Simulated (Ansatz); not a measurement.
# Memory against size: H-capped CdS nanowire along [112] (24 atoms) repeated, support functions

The cell holds 24 atoms: 4 Cd, 6 S and 14 H. Cell: a = 16.890 Å, b = 17.239 Å, c = 7.126 Å, α = 90.0°, β = 90.0°, γ = 90.0°. It derives from CdS (zinc-blende). Hexagon section of size parameter 3.53 Å cut from zinc-blende CdS (a = 5.818 Å) along [112], 1 period, broken bonds capped with H, 10 Å of vacuum. Regions: wire, 10 atoms (4 Cd and 6 S); hydrogen, 14 atoms (14 H). Vacuum lies along a and b. The structure repeats along c.

Calculated with Ansatz 0.2.0: Kohn-Sham DFT, LDA, PAW (set soft_2), localised support functions (medium); the typed cell is repeated and solved at Γ on 4 threads of Arm Neoverse V2, shared host.

| atoms | peak host memory (GiB) | repeats | SCF cycles |
| --- | --- | --- | --- |
| 24 | 2.52 | 1×1×1 | 16 |
| 48 | 4.649 | 1×1×2 | 15 |
| 96 | 7.807 | 1×1×4 | 20 |
| 168 | ? | ? | ? |

**Question.** Fit a power law of the atom count to the rows given and extrapolate to the withheld row.

**Working.**

A power law y = A x^b is a line in u = ln x and v = ln y.

```
u = ln x  v = ln y
 3.17805  0.924259
 3.87120   1.53665
 4.56435   2.05502
```

With n = 3: mean u = 3.87120, mean v = 1.50531, Σ(u − ū)² = 0.96091, Σ(u − ū)(v − v̄) = 0.78378. Slope b = 0.78378 / 0.96091 = 0.81567; intercept a = v̄ − b ū = -1.6523.

At the withheld row u = 5.124, v = a + b u = 2.527, and y = exp(v).

Prediction at 168: 12.52 GiB. The run gave 12.1 GiB, so the fit is high by 0.42 GiB (3.5 % of the value).

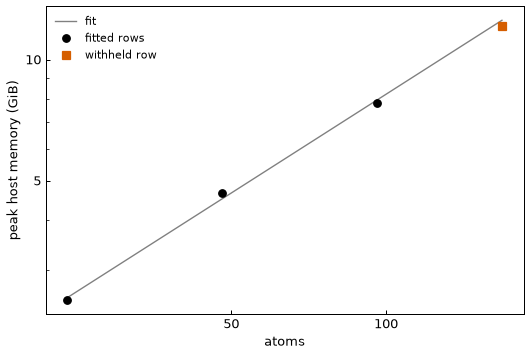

The fit, the rows that it rests on and the withheld row.

The fitted exponent is 0.82. Between neighbouring rows, the withheld one included, the exponents are 0.88, 0.75 and 0.78. Among the rows given, the largest relative miss of the fit is at 48, by 0.14 GiB (3.1 %).

Limits: One run a row.

[Logs are printed without paths, hosts, clocks, repeated set-up lines and the standing remarks that a program may print on its own settings, such as how far it seeks lower states.]

[Hosts, paths, dates, database ids (printed as entryN), source tags and the programs' standing remarks are cut or masked in the printed files.]
